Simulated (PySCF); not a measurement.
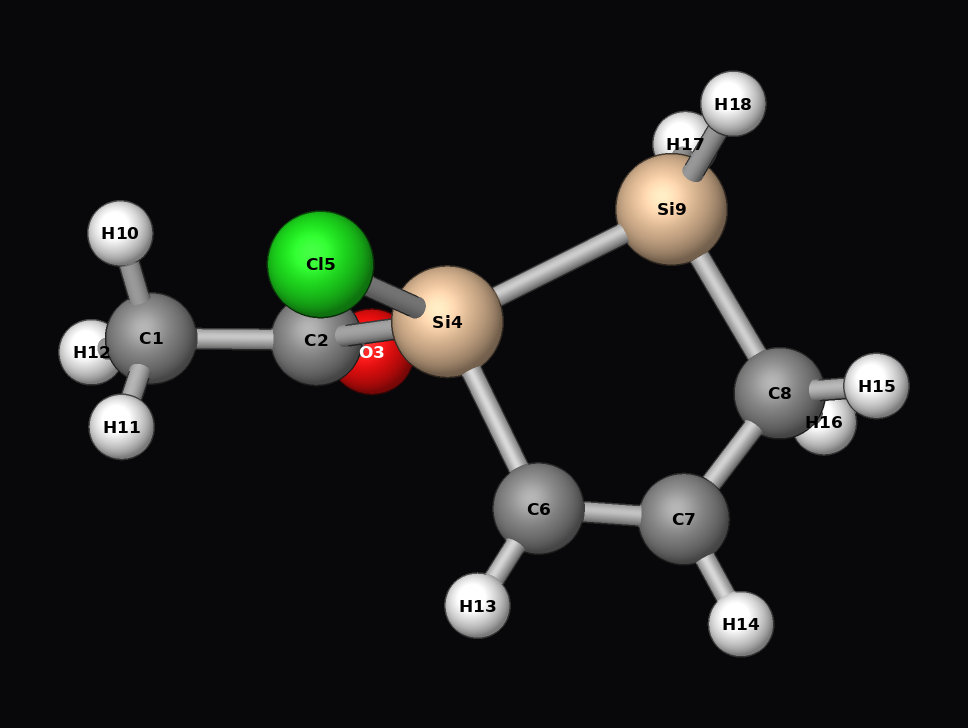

Computed geometry: GFN2-xTB optimisation. No frequency run is at hand to confirm it as a minimum. Method: GIAO PBE0/pcSseg-1 NMR shielding, non-relativistic, gas phase (PySCF 2.14.0). Principal shieldings σ11 ≤ σ22 ≤ σ33, span Ω = σ33 − σ11, skew κ = 3(σiso − σ22)/Ω.

Give the shielding tensors of the O atoms.

```json
{"atom": "O3", "σ11": "−1317.6", "σ22": "−492.1", "σ33": "345.1", "σiso": "−488.2", "Ω": "1662.7", "κ": "0.01"}
```

Shieldings and span in ppm.

The geometry is semi-empirical. Around Si such bond lengths and angles can be off by a tenth of an ångström or more and by several degrees, and values that hang on the shape move with them.
